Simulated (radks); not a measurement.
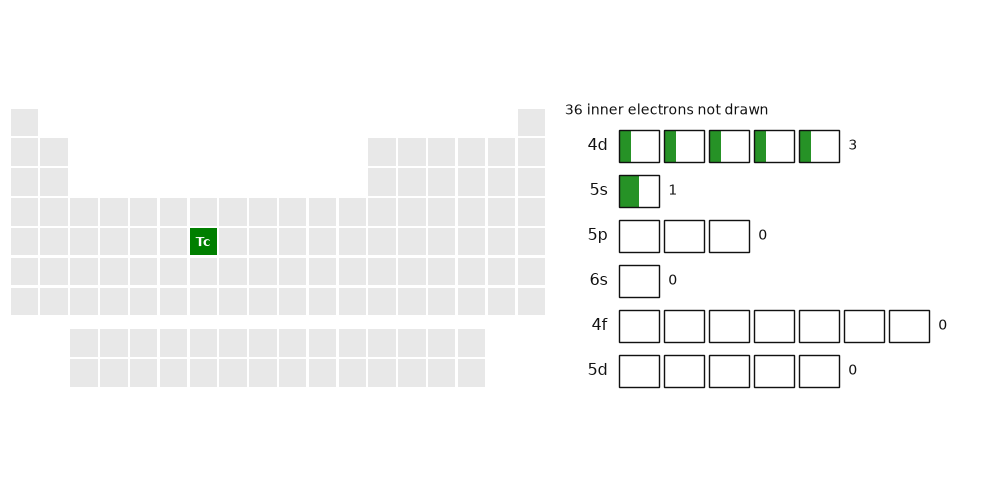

*Left, the place of technetium in the periodic table; right, the outer shells as the input fills them: a box for each of the 2l + 1 orbitals, shaded by the share of the shell that is filled, with the electron count at the right.*

# Run report: Tc³⁺, atomic calculation

Tc³⁺ (Z = 43, 40 electrons) in the configuration [Kr] 4d3 5s1 (high spin). Computed at this level: scalar-relativistic Kohn-Sham, BLYP, spin-polarised, spherical densities, point nucleus (the in-house radial solver radks).

The input:
```
Z 43
configuration [Kr] 4d3 5s1 5p0 6s0 4f0 5d0
relativity scalar-relativistic
functional b88,lyp
spin polarised
nucleus point
c 137.035999084
```

Energies in input and log are in hartree, lengths in bohr.

Log:
```
1s      1   1.0000        -768.37630870
2s      1   1.0000        -110.77947754
2p      1   3.0000         -99.29548686
3s      1   1.0000         -20.37698316
3p      1   3.0000         -16.60993800
3d      1   5.0000         -10.51431946
4s      1   1.0000          -4.00737415
4p      1   3.0000          -2.95971985
4d      1   3.0000          -1.45591220
5s      1   1.0000          -1.11506507
5p      1   0.0000          -0.86209567
6s      1   0.0000          -0.48760038
4f      1   0.0000          -0.42323394
5d      1   0.0000          -0.52159125
1s      2   1.0000        -768.37501212
2s      2   1.0000        -110.76110177
2p      2   3.0000         -99.28135445
3s      2   1.0000         -20.36595110
3p      2   3.0000         -16.59762607
3d      2   5.0000         -10.49635774
4s      2   1.0000          -3.91800809
4p      2   3.0000          -2.86534168
4d      2   0.0000          -1.35987012
5s      2   0.0000          -1.05285438
5p      2   0.0000          -0.81058453
6s      2   0.0000          -0.46337184
4f      2   0.0000          -0.38046257
5d      2   0.0000          -0.48851537
Etot -4284.037146855806
Ekin 4424.008592503219
Encl -10272.314963995384
Eh 1692.006671756555
Exc -127.7374471201955
err 2.104710165825499e-09
it 14
```

Slater integrals of the outer shells (hartree):

| integral | value |
| --- | --- |
| F0(5s,5s) | 0.3565 |
| F0(5s,4d) | 0.4218 |
| G2(5s,4d) | 0.0795 |
| F0(5s,4p) | 0.4395 |
| G1(5s,4p) | 0.0367 |
| F0(5s,4s) | 0.4449 |
| G0(5s,4s) | 0.0244 |
| F0(4d,4d) | 0.6133 |
| F2(4d,4d) | 0.3113 |
| F4(4d,4d) | 0.2050 |
| F0(4d,4p) | 0.6828 |
| F2(4d,4p) | 0.3396 |
| G1(4d,4p) | 0.4254 |
| G3(4d,4p) | 0.2609 |

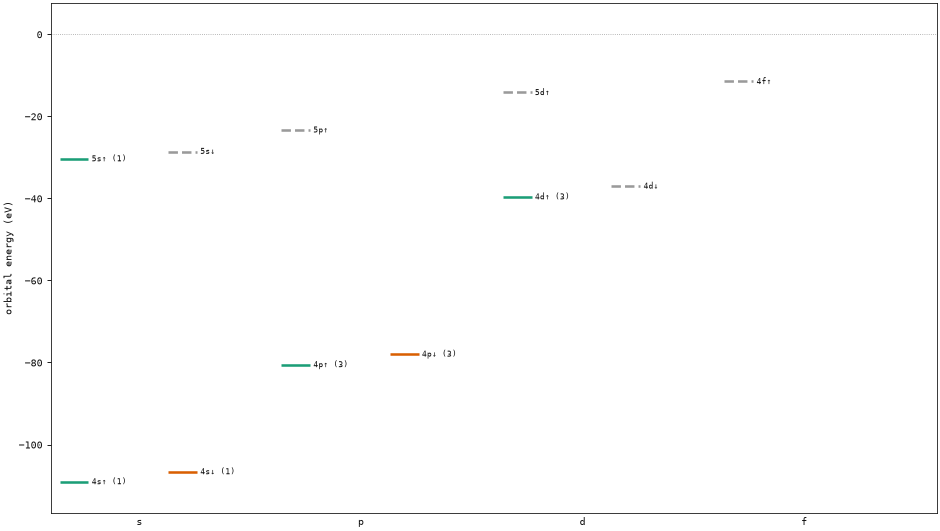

*The outer levels are drawn by angular momentum (occupations in brackets, up spins at the left of each column and down spins at the right, empty levels dashed).*

The highest occupied level is 5s up at −30.3 eV. From the top down the occupied levels run 5s up (−30.3 eV), 4d up (−39.6 eV), 4p down (−78.0 eV), 4p up (−80.5 eV), 4s down (−106.6 eV), 4s up (−109.0 eV). The lowest empty level drawn is 4d down at −37.0 eV. The largest exchange splitting (down less up) among the shells drawn in both spins is that of 4d, 2.61 eV. The order isn't aufbau: the empty 4d down level lies under the highest occupied one.

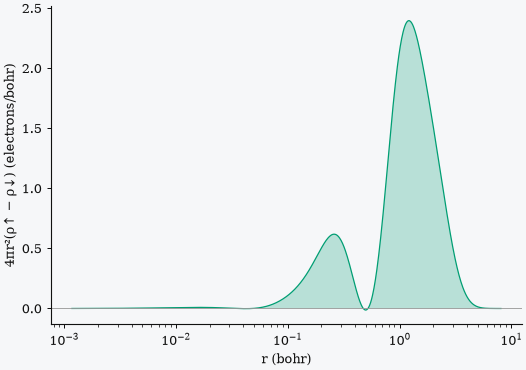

*The radial spin density.*

The curve integrates to 4 unpaired electrons, held by 4d (+3) and 5s (+1). Its largest value, 2.40 electrons/bohr, lies near r = 1.2 bohr. Regions of the opposite sign are negligible.

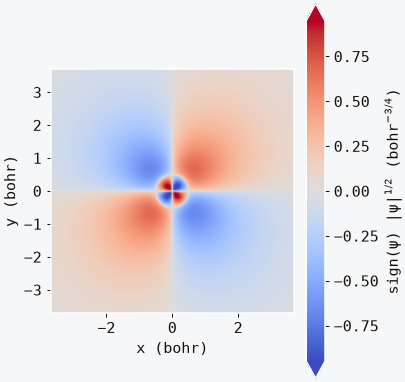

*The 4d(xy) orbital of up spin. The radial function comes from the spherical calculation and is multiplied by a real spherical harmonic; the overall sign is chosen so that the largest lobe of P(r) is positive; at the scalar-relativistic level it is the large component. In the xy plane through the nucleus, the colour gives the signed square root of ψ.*

It has the nodal planes xz and yz and 1 radial node, at r = 0.502 bohr. The outermost maximum of P² lies at 1.22 bohr, ⟨r⟩ = 1.47 bohr, 90 % of the charge lies within 2.26 bohr, and the eigenvalue is −39.6 eV, with 3 electrons in the shell for this spin.

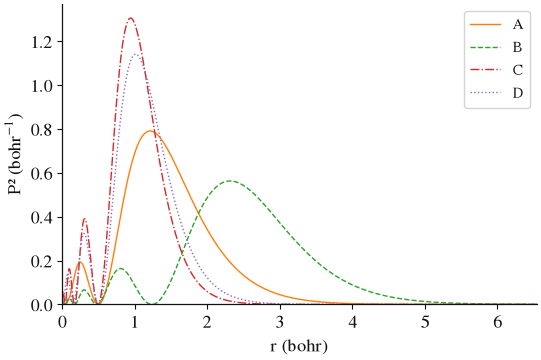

*The radial probability densities P² of 4p up, 5s up, 4s up and 4d up.*

A is 4d up; B is 5s up; C is 4s up; D is 4p up. 4s up: outer maximum at 0.946 bohr, ⟨r⟩ = 1.05 bohr, 3 nodes, eigenvalue −109.0 eV; 4p up: outer maximum at 1.02 bohr, ⟨r⟩ = 1.15 bohr, 2 nodes, eigenvalue −80.5 eV; 4d up: outer maximum at 1.22 bohr, ⟨r⟩ = 1.47 bohr, 1 node, eigenvalue −39.6 eV; 5s up: outer maximum at 2.32 bohr, ⟨r⟩ = 2.52 bohr, 4 nodes, eigenvalue −30.3 eV. The innermost lobes are too small to be seen at this scale.

Results in brief:

```
                       quantity                      value
                        outcome                  converged
                   total energy         −4284.0371 hartree
                 kinetic energy          4424.0086 hartree
        electron–nucleus energy        −10272.3150 hartree
                 Hartree energy          1692.0067 hartree
    exchange–correlation energy        −127.737447 hartree
radius at density 0.001 e/bohr³                  3.70 bohr
                 SCF iterations                         14
                       hardware  1 CPU thread, shared host
```
